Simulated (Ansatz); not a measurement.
Redistribution: C2H9NSi + SiH2(CH3)(OH) → C2H8OSi + SiH2(CH3)(NH2)

Gas-phase species: C2H9NSi `CC[SiH2]N`, singlet; SiH2(CH3)(OH), singlet; C2H8OSi `CC[SiH2]O`, singlet; SiH2(CH3)(NH2), singlet. The partners trade NH2 for OH; both sit on Si, so the bond types are kept.

Shapes, held fixed at every level: PBE0-D4/def2-TZVP. Flexible molecules stand in one conformer, not always the lowest. Programs: Ansatz 0.2.0. The zero-point and thermal change to 298 K, harmonic and unscaled (PBE0-D4/def2-TZVP), is -0.2 kJ/mol.

```csv
level,kind,ΔH(298 K) (kJ/mol),less CCSD(T)/CBS estimate
HF/def2-TZVPP,Hartree–Fock,+0.7,+0.3
PBE-D4/def2-TZVPP,GGA,+0.2,-0.2
BHLYP-D4/def2-TZVPP,global hybrid,+0.2,-0.2
PBE0-D4/def2-TZVPP,global hybrid,+0.4,0.0
CCSD/def2-SVP,coupled cluster or CI,+0.7,+0.3
CCSD/def2-TZVPP,coupled cluster or CI,+0.7,+0.3
CCSD(T)/CBS estimate,coupled cluster or CI,+0.4,0.0
```

The highest level, CCSD(T)/CBS estimate, gives ΔH(298 K) = +0.4 kJ/mol; the levels span +0.2 to +0.7. That is about zero within the method's error. The column of differences is taken from that level and isn't an error. No measured value is set beside it here. The CBS estimate extrapolates MP2 from def2-TZVPP and def2-QZVPP and adds CCSD(T) − MP2 in the triple-zeta set, cores frozen.

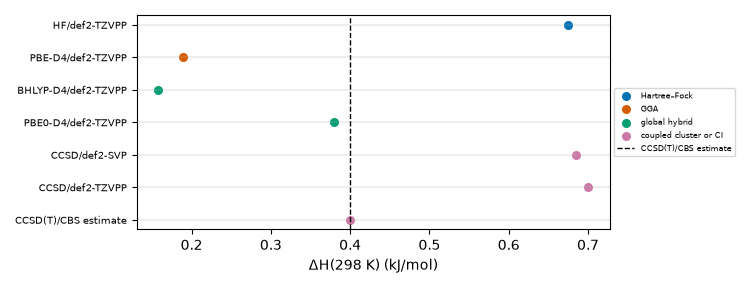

The values of the table, level by level.
